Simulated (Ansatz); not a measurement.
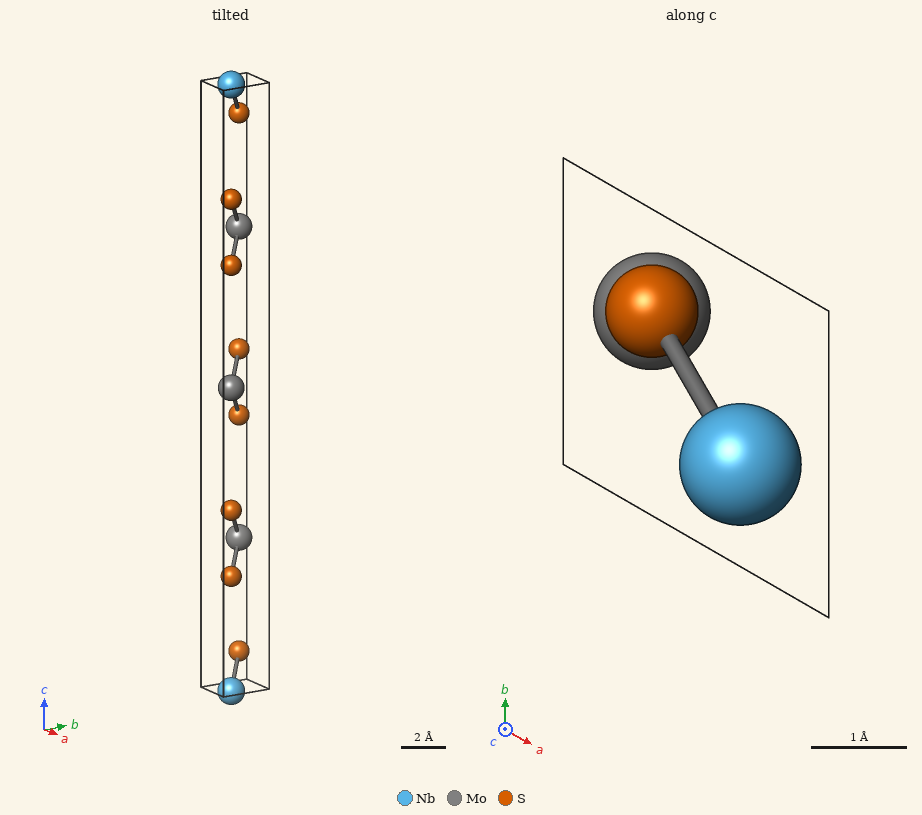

An orthographic ball-and-stick view of the structure, slightly off an axis and along the c axis. The wireframe shows the conventional unit cell.

NbMo3S8, space group P-6m2 (No. 187), a = 3.226 Å, b = 3.226 Å, c = 28.435 Å, α = 90.00°, β = 90.00°, γ = 120.00°. Provenance: a structure type filled with these elements by a generator (whether the compound takes this form wasn't checked). Earlier steps of the study may have refined or changed the cell and positions. Ansatz was used for an electronic-structure calculation on it.

This one geometry was computed with Ansatz (DFT, plane waves, PAW) at three levels of theory: r2SCAN, PBE and LDA.

Q: Which level gives the highest pressure at this volume, and what does that say about its equilibrium volume?

A: Highest: PBE (0.0 GPa), which points to the largest equilibrium volume. Lowest, with the smallest volume: LDA (-6.0 GPa). Levels within 0.5 GPa of each other can't be told apart.

Q: How does the band gap change with the level of theory?

A: All levels give a metal.

Q: Collect the results in a table.

A:
| level | cutoff (eV) | k-mesh of the run's cell | gap (eV) | pressure (GPa) |
| --- | --- | --- | --- | --- |
| r2SCAN | 500 | 12×12×2 | metal | -1.0 |
| PBE | 420 | 12×12×2 | metal | 0.0 |
| LDA | 420 | 12×12×2 | metal | -6.0 |

Gaps are taken on the k-mesh or band path of each run.
